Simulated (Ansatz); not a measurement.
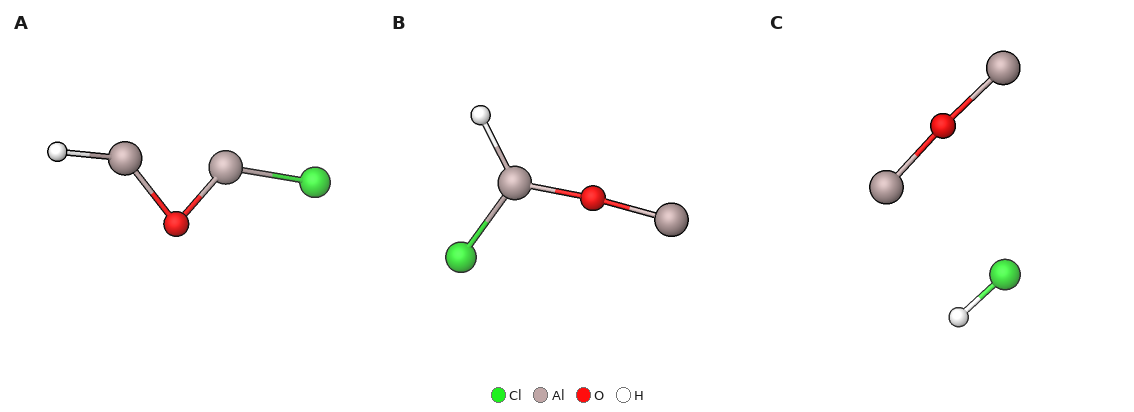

3 stationary structures of one formula. Geometries: PBE0-D4/def2-TZVP. Electronic energies: RHF-CCSD(T) (frozen core)/def2-TZVPP (Ansatz 0.2.0), without zero-point energy. No frequency run is at hand to confirm each as a minimum.

### Rank them by energy, lowest first.

B is lowest (Cs); A lies 148.1 kJ/mol above it (Cs), C lies 214.0 kJ/mol above it (Cs).
